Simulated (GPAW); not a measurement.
C₂H₅Al: atomisation calculation

- system: C₂H₅Al
- method: LDA (PW92)/plane waves, scalar-relativistic datasets (GPAW 26.7.0)

The geometry comes from this level: GFN2-xTB.

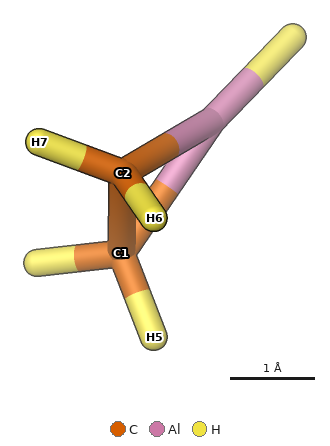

Figure 1. The input geometry (stick view, seen at a tilt; atoms are numbered from 1 in the order of the input). Sticks mark near contacts. Bond lengths as drawn: Al–C 1.93 Å, Al–H 1.55 Å, C–C 1.67 Å and C–H 1.09 Å.

## The input (run.py)
```python
from ase import Atoms
from gpaw import GPAW, PW

# Geometry
atoms = Atoms(['C', 'C', 'Al', 'H', 'H', 'H', 'H', 'H'],
    positions=[[ -0.771600,   0.181250,  -0.461870],
               [  0.789430,   0.461690,   0.062720],
               [ -0.034380,  -1.157910,   0.719550],
               [ -0.827420,   0.109780,  -1.548100],
               [ -1.448110,   0.976570,  -0.148280],
               [  0.871100,   1.401150,   0.608840],
               [  1.490880,   0.502120,  -0.770740],
               [ -0.069910,  -2.474650,   1.537880]])
atoms.center(vacuum=4.5)

# GPAW settings
calc = GPAW(mode=PW(300), xc='LDA', maxiter=100, symmetry='off', txt='molecule.txt')
atoms.calc = calc

e = atoms.get_potential_energy()
e_mol = {'LDA': e}

# Free atoms in the same box, Hund's rule
e_atom = {}
for symbol in sorted(set(atoms.symbols)):
    atom = Atoms(symbol, cell=atoms.cell, pbc=atoms.pbc)
    atom.center()
    atom.calc = GPAW(mode=PW(300),
                     hund=True,
                     maxiter=150,
                     xc='LDA',
                     symmetry='off',
                     txt=f'{symbol}_atom.txt')
    e = atom.get_potential_energy()
    e_atom[symbol] = {'LDA': e}

atomisation = {xc: sum(e_atom[x][xc] for x in atoms.symbols) - e_mol[xc] for xc in e_mol}
for xc, de in atomisation.items():
    print(f'{xc:32} {de:9.3f} eV')
```

Machine: 1 thread of Arm Neoverse V2, 24 GiB of memory available, shared host.

Launch command:
```bash
python run.py
```

## The program's output
```
LDA                                 31.083 eV
```

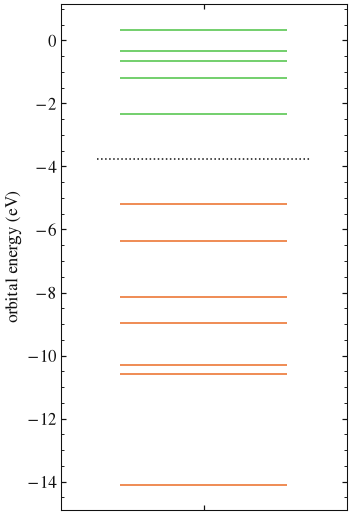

Figure 2. Orbital energies near the frontier; the dotted line parts filled from empty levels, and levels within 0.02 eV of each other stand side by side. Highest filled −5.20 eV, lowest empty −2.35 eV, 2.85 eV apart.

## Results in brief

- outcome: converged
- energy relative to the program's reference atoms: −36.8119 eV
- atomisation energy: 31.083 eV
- HOMO: −5.20 eV
- LUMO: −2.35 eV
- dipole moment: 0.75 D
- wall time: 16 s
- peak memory: 0.63 GiB
